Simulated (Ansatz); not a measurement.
# Geometry relaxation of TiNH$_{3}$F$_{4}$

System: TiNH$_{3}$F$_{4}$.
Method: RKS BHLYP/def2-SVP (Ansatz 0.2.0).

It belongs to a series of runs on one base structure; here: end point B relaxed. Figures and captions count atoms from 1; the log counts them from 0 in places.

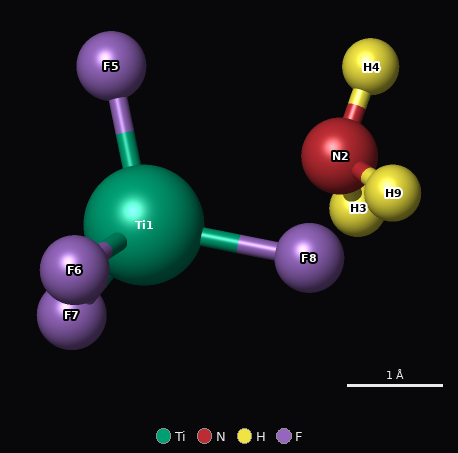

The starting structure (ball-and-stick view, seen at a tilt; atoms are numbered from 1 in the order of the input). Sticks mark near contacts.

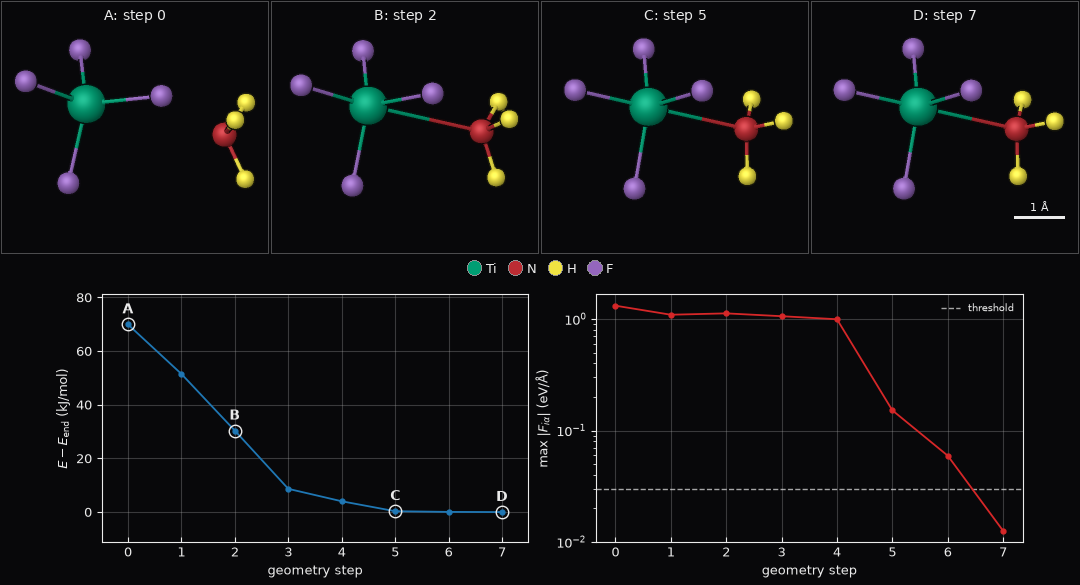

Frames of the relaxation (ball-and-stick view, seen at a tilt) above the curves, on which the letters mark them (the first geometry is step 0 here and step 1 in the log).

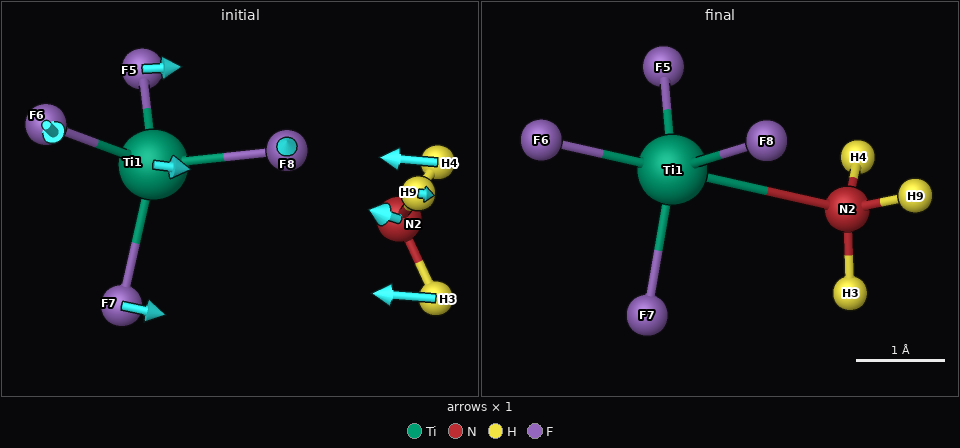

Before (left) and after (right) the relaxation, at one scale (ball-and-stick view, seen at a tilt). The teal arrows give the displacements, at true length. Over 7 geometry steps the energy falls by 69.9 kJ/mol. The largest force component goes from 1.3 to 0.013 eV/Å. The largest move after the best rigid fit is that of H3, 0.77 Å. By element the largest moves are H 0.77 Å, F 0.54 Å, N 0.48 Å, Ti 0.47 Å. Among the contacts that change: Ti1–N2 3.243 → 2.314 Å, Ti1–F8 1.786 → 1.744 Å, Ti1–F5 1.716 → 1.744 Å, N2–H9 1.032 → 1.013 Å. New bonds form: Ti1–N2 (3.24 → 2.31 Å). Among the angles that change: F6–Ti1–F7 105.6° → 98.8°, F5–Ti1–F6 105.4° → 98.8°, F5–Ti1–F7 112.6° → 117.7°. (Atoms are counted from 1 in the order of the input.)

These pictures come from the run below.

**The input**
```yaml
crystal:
  periodic: [false, false, false]
  atoms:
    - { symbol: Ti, position_ang: [-0.416413, 0.173609, -0.497354] }
    - { symbol: "N", position_ang: [-0.18319, -0.333779, 2.697034] }
    - { symbol: H, position_ang: [-0.55319, -1.118216, 3.216052] }
    - { symbol: H, position_ang: [0.513637, 0.117578, 3.272965] }
    - { symbol: F, position_ang: [1.214296, 0.65246, -0.259149] }
    - { symbol: F, position_ang: [-0.831328, 0.731374, -2.065834] }
    - { symbol: F, position_ang: [-0.601106, -1.532332, -0.551064] }
    - { symbol: F, position_ang: [-1.556183, 0.982604, 0.613941] }
    - { symbol: H, position_ang: [-0.953724, 0.337402, 2.549409] }
basis:
  gaussian: { orbitals: def2-SVP }
hamiltonian:
  xc: { name: BHLYP }
relax:
  f_tol: 0.03
  max_steps: 50
```

Command:
```bash
ansatz run input.yaml --threads 4 --pin off --max-ram 5120MiB --backend cpu --events-out ev --progress --plain --runs-dir out
```

**Log**
```
The last accepted step is kept in [file] (removed where the run ends without a failure and the disk answers)
Engine: ansatz 0.2.0, x86_64-unknown-linux-gnu
Functional definition: BHLYP
  parameter a = 0.5
  exchange = (1 - a)*b88_x + a*exact_x
  correlation = lyp_c
1272 factors; integrals over basis functions are off by at most 4.6e-4 eV
mean field evaluation 1: about -35497.7957 eV, gradient 8.2e1 eV
mean field evaluation 2: about -35344.4761 eV, gradient 3.0e2 eV
mean field evaluation 4: about -35510.2851 eV, gradient 5.1e0 eV
mean field evaluation 8: about -35510.4400 eV, gradient 8.5e-1 eV
mean field evaluation 16: about -35510.4415 eV, gradient 1.2e-4 eV
mean field -35510.44149006 eV, -1304.9846549179 hartree, gradient 2.1e-5 eV, S^2 0.000000; 0 other end points of the search recorded, 0 dependent functions left out
the calculation of the forces begins
reference -35510.44173093 eV, -1304.9846637698 hartree; 34, 34 occupied and 82, 82 virtual orbitals, 1272 factors
relax step   1: F+E_penalty+E_count = -35510.44149006 eV  Δ(F+E_penalty+E_count) = +0.000e0 eV  max|allowed force component| = 1.319e0 eV/Å  Δτ_max = 0.0000 Å  (31 SCF iters, accepted)
these checks for a lower state are left out or cut short: starts, cluster_reference, orbital_swaps, neighbouring_geometries, increment
1272 factors; integrals over basis functions are off by at most 4.1e-4 eV
mean field -35510.63271800 eV, -1304.9916824151 hartree, gradient 2.7e-5 eV, S^2 0.000000; 0 other end points of the search recorded, 0 dependent functions left out
the calculation of the forces begins
reference -35510.63295683 eV, -1304.9916911919 hartree; 34, 34 occupied and 82, 82 virtual orbitals, 1272 factors
relax step   2: F+E_penalty+E_count = -35510.63271800 eV  Δ(F+E_penalty+E_count) = -1.912e-1 eV  max|allowed force component| = 1.094e0 eV/Å  Δτ_max = 0.1950 Å  (34 SCF iters, accepted)
these checks for a lower state are left out or cut short: starts, cluster_reference, orbital_swaps, neighbouring_geometries, increment
1272 factors; integrals over basis functions are off by at most 3.7e-4 eV
mean field evaluation 32: about -35510.8518 eV, gradient 1.5e-5 eV
mean field -35510.85182776 eV, -1304.9997345504 hartree, gradient 3.2e-5 eV, S^2 0.000000; 0 other end points of the search recorded, 0 dependent functions left out
the calculation of the forces begins
reference -35510.85206494 eV, -1304.9997432664 hartree; 34, 34 occupied and 82, 82 virtual orbitals, 1272 factors
relax step   3: F+E_penalty+E_count = -35510.85182776 eV  Δ(F+E_penalty+E_count) = -2.191e-1 eV  max|allowed force component| = 1.125e0 eV/Å  Δτ_max = 0.1950 Å  (35 SCF iters, accepted)
these checks for a lower state are left out or cut short: starts, cluster_reference, orbital_swaps, neighbouring_geometries, increment
1272 factors; integrals over basis functions are off by at most 3.7e-4 eV
mean field -35511.07660173 eV, -1305.0079948414 hartree, gradient 3.6e-5 eV, S^2 0.000000; 0 other end points of the search recorded, 0 dependent functions left out
the calculation of the forces begins
reference -35511.07683860 eV, -1305.0080035462 hartree; 34, 34 occupied and 82, 82 virtual orbitals, 1272 factors
relax step   4: F+E_penalty+E_count = -35511.07660173 eV  Δ(F+E_penalty+E_count) = -2.248e-1 eV  max|allowed force component| = 1.061e0 eV/Å  Δτ_max = 0.1951 Å  (35 SCF iters, accepted)
these checks for a lower state are left out or cut short: starts, cluster_reference, orbital_swaps, neighbouring_geometries, increment
1272 factors; integrals over basis functions are off by at most 4.1e-4 eV
mean field -35511.12468346 eV, -1305.0097618123 hartree, gradient 3.7e-5 eV, S^2 0.000000; 0 other end points of the search recorded, 0 dependent functions left out
the calculation of the forces begins
reference -35511.12492037 eV, -1305.0097705185 hartree; 34, 34 occupied and 82, 82 virtual orbitals, 1272 factors
relax step   5: F+E_penalty+E_count = -35511.12468346 eV  Δ(F+E_penalty+E_count) = -4.808e-2 eV  max|allowed force component| = 9.964e-1 eV/Å  Δτ_max = 0.1879 Å  (35 SCF iters, accepted)
these checks for a lower state are left out or cut short: starts, cluster_reference, orbital_swaps, neighbouring_geometries, increment
1272 factors; integrals over basis functions are off by at most 4.0e-4 eV
mean field -35511.16306519 eV, -1305.0111723148 hartree, gradient 2.7e-5 eV, S^2 0.000000; 0 other end points of the search recorded, 0 dependent functions left out
the calculation of the forces begins
reference -35511.16330199 eV, -1305.0111810171 hartree; 34, 34 occupied and 82, 82 virtual orbitals, 1272 factors
relax step   6: F+E_penalty+E_count = -35511.16306519 eV  Δ(F+E_penalty+E_count) = -3.838e-2 eV  max|allowed force component| = 1.518e-1 eV/Å  Δτ_max = 0.0539 Å  (35 SCF iters, accepted)
these checks for a lower state are left out or cut short: starts, cluster_reference, orbital_swaps, neighbouring_geometries, increment
1272 factors; integrals over basis functions are off by at most 4.0e-4 eV
mean field -35511.16571130 eV, -1305.0112695576 hartree, gradient 2.7e-5 eV, S^2 0.000000; 0 other end points of the search recorded, 0 dependent functions left out
the calculation of the forces begins
reference -35511.16594838 eV, -1305.0112782703 hartree; 34, 34 occupied and 82, 82 virtual orbitals, 1272 factors
relax step   7: F+E_penalty+E_count = -35511.16571130 eV  Δ(F+E_penalty+E_count) = -2.646e-3 eV  max|allowed force component| = 5.945e-2 eV/Å  Δτ_max = 0.0352 Å  (36 SCF iters, accepted)
these checks for a lower state are left out or cut short: starts, cluster_reference, orbital_swaps, neighbouring_geometries, increment
1272 factors; integrals over basis functions are off by at most 4.0e-4 eV
mean field evaluation 64: about -35511.1656 eV, gradient 6.6e-1 eV
mean field -35511.16635426 eV, -1305.0112931861 hartree, gradient 2.7e-5 eV, S^2 0.000000; 0 other end points of the search recorded, 0 dependent functions left out
the calculation of the forces begins
reference -35511.16659123 eV, -1305.0113018943 hartree; 34, 34 occupied and 82, 82 virtual orbitals, 1272 factors
relax step   8: F+E_penalty+E_count = -35511.16635426 eV  Δ(F+E_penalty+E_count) = -6.430e-4 eV  max|allowed force component| = 1.258e-2 eV/Å  Δτ_max = 0.0091 Å  (37 SCF iters, accepted)
1272 factors; integrals over basis functions are off by at most 4.0e-4 eV
mean field -35511.16635426 eV, -1305.0112931861 hartree, gradient 2.7e-5 eV, S^2 0.000000; 1 other end points of the search recorded, 0 dependent functions left out
the calculation of the forces begins
reference -35511.16659123 eV, -1305.0113018943 hartree; 34, 34 occupied and 82, 82 virtual orbitals, 1272 factors
Total energy: -35511.16659123 eV, -1305.0113018943 hartree
Atom 0 at    -0.449715     0.168186    -0.030874 Å, force     0.002265    -0.002578     0.012584 eV/Å
Atom 1 at    -0.282247    -0.201880     2.247003 Å, force     0.000036    -0.000651     0.003716 eV/Å
Atom 2 at    -0.426176    -1.180832     2.463087 Å, force    -0.000104    -0.000207    -0.002743 eV/Å
Atom 3 at     0.633327     0.065492     2.587574 Å, force     0.000454     0.000690    -0.002652 eV/Å
Atom 4 at     1.178372     0.742465     0.213965 Å, force    -0.000150     0.000542    -0.000273 eV/Å
Atom 5 at    -0.575642     0.445918    -1.736590 Å, force    -0.000347     0.001136    -0.008736 eV/Å
Atom 6 at    -0.710342    -1.555866    -0.020788 Å, force    -0.000775     0.000011    -0.000022 eV/Å
Atom 7 at    -1.758482     1.189282     0.502981 Å, force    -0.000643     0.000459     0.000209 eV/Å
Atom 8 at    -0.976296     0.337935     2.749643 Å, force    -0.000736     0.000599    -0.002084 eV/Å
Dipole moment:     0.081747    -0.180882     1.113468 e Å
```

**Trajectory as extended XYZ (Å, eV, eV/Å), 8 frames, from step=1 to step=8**
```
9
Properties=species:S:1:pos:R:3:forces:R:3 step=1 energy=-35510.44149
Ti   -0.4164    0.1736   -0.4974   -0.8277   0.5388   1.3186
N    -0.1832   -0.3338    2.6970   -0.6881   0.6252  -0.6360
H    -0.5532   -1.1182    3.2161    0.0174   0.0027  -0.0057
H     0.5136    0.1176    3.2730    0.0017  -0.0052   0.0132
F     1.2143    0.6525   -0.2591    0.0300   0.0013   0.0007
F    -0.8313    0.7314   -2.0658   -0.0015  -0.0068   0.0024
F    -0.6011   -1.5323   -0.5511   -0.0005  -0.0120   0.0091
F    -1.5562    0.9826    0.6139    0.7772  -0.5324  -1.0170
H    -0.9537    0.3374    2.5494    0.6917  -0.6115   0.3146
9
Properties=species:S:1:pos:R:3:forces:R:3 step=2 energy=-35510.63272
Ti   -0.4232    0.1695   -0.3864   -0.4783   0.2760   1.0937
N    -0.2063   -0.2963    2.5514   -0.6931   0.5308  -0.1392
H    -0.5009   -1.1444    3.0300    0.0404   0.1637  -0.2135
H     0.5497    0.0927    3.1067   -0.0671  -0.0251  -0.1752
F     1.2033    0.6527   -0.1253    0.1718   0.0919  -0.0195
F    -0.7760    0.6721   -1.9925    0.0129  -0.0145  -0.0067
F    -0.6140   -1.5370   -0.4085   -0.0536  -0.1579  -0.0291
F    -1.6055    1.0293    0.5959    0.3208  -0.2064  -0.5827
H    -0.9942    0.3720    2.6048    0.7461  -0.6585   0.0722
9
Properties=species:S:1:pos:R:3:forces:R:3 step=3 energy=-35510.85183
Ti   -0.4289    0.1643   -0.2412   -0.1153  -0.0165   0.7671
N    -0.2261   -0.2678    2.3897   -0.9306   0.6678   0.5664
H    -0.4623   -1.1591    2.8394    0.0106   0.3896  -0.4755
H     0.5803    0.0723    2.9191   -0.2286  -0.0110  -0.4291
F     1.2001    0.6656    0.0163    0.1431   0.1291  -0.0662
F    -0.7207    0.6062   -1.8882    0.0670  -0.0795   0.1891
F    -0.6305   -1.5478   -0.2514   -0.0821  -0.1210  -0.0772
F    -1.6648    1.0863    0.5841    0.0109   0.0223  -0.2702
H    -1.0141    0.3906    2.6082    1.1249  -0.9808  -0.2043
9
Properties=species:S:1:pos:R:3:forces:R:3 step=4 energy=-35511.07660
Ti   -0.4200    0.1423   -0.0866   -0.1702   0.1533   0.2289
N    -0.2623   -0.2226    2.2614   -0.5159   0.2901   1.0610
H    -0.4492   -1.1554    2.6448   -0.0091   0.3518  -0.4498
H     0.5927    0.0759    2.7388   -0.2359   0.0055  -0.4322
F     1.2163    0.6802    0.1060    0.1175   0.0616   0.0391
F    -0.6753    0.5476   -1.7523    0.0567  -0.0571   0.0713
F    -0.6450   -1.5732   -0.1534   -0.0425  -0.1516   0.0395
F    -1.7059    1.1242    0.5895   -0.0086   0.0202  -0.1489
H    -1.0186    0.3918    2.6279    0.8080  -0.6738  -0.4089
9
Properties=species:S:1:pos:R:3:forces:R:3 step=5 energy=-35511.12468
Ti   -0.4491    0.1658    0.0048   -0.2795   0.2513  -0.4921
N    -0.2748   -0.2067    2.1969    0.0796  -0.2046   0.9964
H    -0.4207   -1.1833    2.4612   -0.0611   0.3551  -0.2238
H     0.6348    0.0563    2.5776   -0.2672   0.0445  -0.2097
F     1.1855    0.7206    0.2416    0.0453   0.0839  -0.0738
F    -0.5967    0.4615   -1.7032    0.0668  -0.0763   0.1000
F    -0.6860   -1.5607    0.0163   -0.0652  -0.0511  -0.1317
F    -1.7785    1.2051    0.5101    0.3397  -0.2777   0.0446
H    -0.9817    0.3521    2.6705    0.1416  -0.1250  -0.0099
9
Properties=species:S:1:pos:R:3:forces:R:3 step=6 energy=-35511.16307
Ti   -0.4486    0.1659   -0.0240    0.0262  -0.0271   0.1518
N    -0.2826   -0.2011    2.2416   -0.0087   0.0163  -0.0748
H    -0.4320   -1.1815    2.4456    0.0115   0.0326   0.0639
H     0.6364    0.0695    2.5695   -0.0388  -0.0242   0.0567
F     1.1803    0.7365    0.2281    0.0035   0.0146  -0.0434
F    -0.5793    0.4485   -1.7255   -0.0084   0.0173  -0.1219
F    -0.7032   -1.5595   -0.0074   -0.0114  -0.0023  -0.0435
F    -1.7557    1.1834    0.5238   -0.0179   0.0167  -0.0436
H    -0.9826    0.3490    2.7243    0.0440  -0.0439   0.0548
9
Properties=species:S:1:pos:R:3:forces:R:3 step=7 energy=-35511.16571
Ti   -0.4493    0.1681   -0.0318   -0.0118   0.0109  -0.0595
N    -0.2821   -0.2027    2.2522    0.0002   0.0032  -0.0222
H    -0.4271   -1.1808    2.4715   -0.0023  -0.0089  -0.0137
H     0.6332    0.0629    2.5950    0.0099   0.0053  -0.0110
F     1.1790    0.7444    0.2051   -0.0063  -0.0079   0.0319
F    -0.5766    0.4469   -1.7381    0.0031  -0.0050   0.0237
F    -0.7097   -1.5559   -0.0299    0.0038   0.0065   0.0323
F    -1.7601    1.1903    0.4953    0.0133  -0.0132   0.0278
H    -0.9745    0.3375    2.7566   -0.0099   0.0090  -0.0094
9
Properties=species:S:1:pos:R:3:forces:R:3 step=8 energy=-35511.16635
Ti   -0.4497    0.1682   -0.0309    0.0023  -0.0026   0.0126
N    -0.2822   -0.2019    2.2470    0.0000  -0.0007   0.0037
H    -0.4262   -1.1808    2.4631   -0.0001  -0.0002  -0.0027
H     0.6333    0.0655    2.5876    0.0005   0.0007  -0.0027
F     1.1784    0.7425    0.2140   -0.0001   0.0005  -0.0003
F    -0.5756    0.4459   -1.7366   -0.0003   0.0011  -0.0087
F    -0.7103   -1.5559   -0.0208   -0.0008   0.0000   0.0000
F    -1.7585    1.1893    0.5030   -0.0006   0.0005   0.0002
H    -0.9763    0.3379    2.7496   -0.0007   0.0006  -0.0021
```

**Summary**

- outcome: converged
- total energy: −35511.1666 eV
- mean-field energy: −35511.1666 eV
- largest force (length of the vector) at the end: 0.013 eV/Å
- hardware: 4 threads of Intel Xeon (Emerald Rapids), 32 GiB of memory available, shared host
- wall time: 10 s (CPU time 36 s)
- peak memory: 0.32 GiB
